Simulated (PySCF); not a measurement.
System: C₆H₆F₂, SMILES C=C1C[C@@H](F)/C1=C/F.

Vertical TDDFT excitations, CAM-B3LYP/def2-SVPD in PySCF 2.14.0, at a GFN2-xTB geometry (no frequency check), gas phase.

Q: Where does it absorb, and how strongly?

A: The lowest singlet lies at 5.39 eV (230 nm, f = 0.331); the brightest of the first 8 is S1 at 5.39 eV (230 nm), f = 0.331, mainly HOMO → LUMO (98 %). No singlet lies below 3.1 eV (beyond 400 nm), so at this level no vertical transition falls in the visible.


```csv
state,E (eV),λ (nm),f,main character
S1,5.39,230,0.331,HOMO → LUMO (98 %)
S2,6.67,186,0.000,HOMO → LUMO+1 (76 %)
S3,6.87,180,0.005,HOMO−3 → LUMO (46 %)
S4,6.94,179,0.068,HOMO−1 → LUMO (72 %)
S5,7.11,174,0.028,HOMO−2 → LUMO (71 %)
S6,7.28,170,0.018,HOMO → LUMO+3 (67 %)
S7,7.33,169,0.040,HOMO → LUMO+2 (80 %)
S8,7.42,167,0.059,HOMO−4 → LUMO (49 %)
```

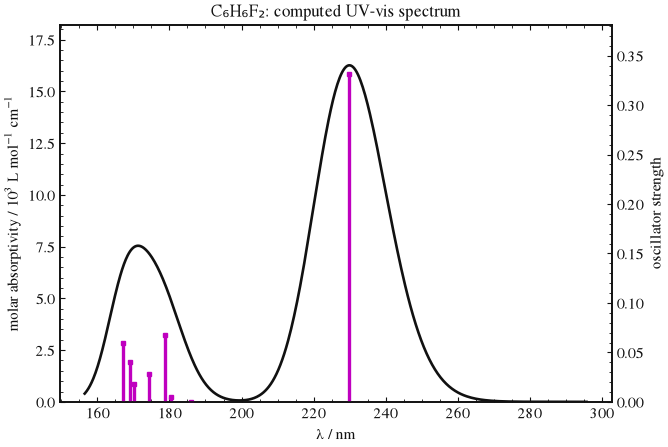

Only the first 8 singlet excitations are included; each is broadened by a Gaussian of 1/e half-width 0.33 eV. Sticks give oscillator strengths (right axis).

Caveats: the tight-binding geometry is rougher than a DFT one and adds to the error; core orbitals are frozen in the response.
